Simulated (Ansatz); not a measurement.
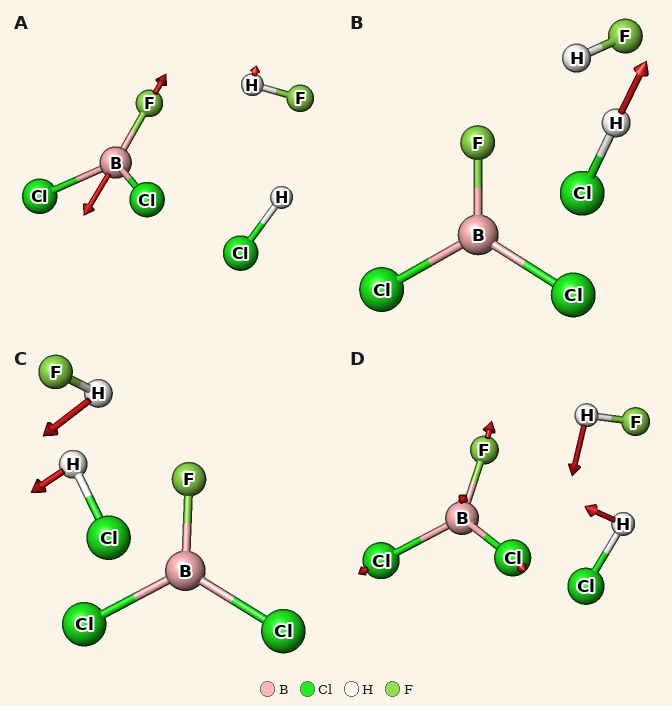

4 normal modes of one molecule or complex, as arrows. Harmonic vibrations computed with RKS PBE0-D4/def2-TZVP (Ansatz 0.2.0) at a stationary point of the same level.

Question: Match the panels to the wavenumbers 413 cm⁻¹, 573 cm⁻¹, 1275 cm⁻¹, 2867 cm⁻¹.

Answer: A: 1275 cm⁻¹, B–F stretching
B: 2867 cm⁻¹, Cl–H stretching
C: 413 cm⁻¹
D: 573 cm⁻¹
